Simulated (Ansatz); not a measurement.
A computed series for CaO: pressure series

Consider CaO in the rock salt structure (space group Fm-3m, No. 225).

CaO is modelled in the cubic space group Fm-3m (No. 225), the rock salt structure, Pearson symbol cF8. Cell: a = b = c = 4.7671 Å, α = β = γ = 90.00°. Ca on 4a is surrounded by 6 O at 2.384 Å (octahedral). O on 4b sees 6 Ca at 2.384 Å (octahedral). (Neighbours: up to the widest gap in distance over summed covalent radii, below 1.35, at either atom; cation-cation and far metal-metal contacts left out.)
(The calculation used a cell of 2 atoms; values per cell refer to that cell.)

Cell and atoms are relaxed at each pressure.

Method: PBEsol/PAW in Ansatz (an electronic-structure program), no spin-orbit coupling.

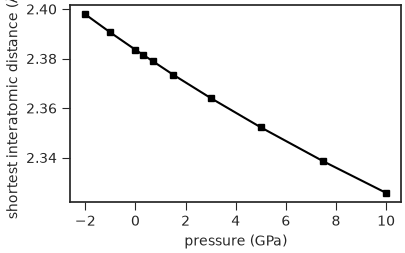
Fig. 1. Shortest interatomic distance against pressure

Problem. From the plot, what is the shortest interatomic distance for pressure −1 GPa?

Solution. About 2.391 Å.

Problem. Is the trend monotonic over the range shown?

Solution. Yes, it falls throughout, spanning 4.395 bohr to 4.531 bohr.

Load acts through the strain it causes; cell and atoms are relaxed under it. Whether these cells are dynamically stable was not tested. Competing high-pressure phases were not computed.
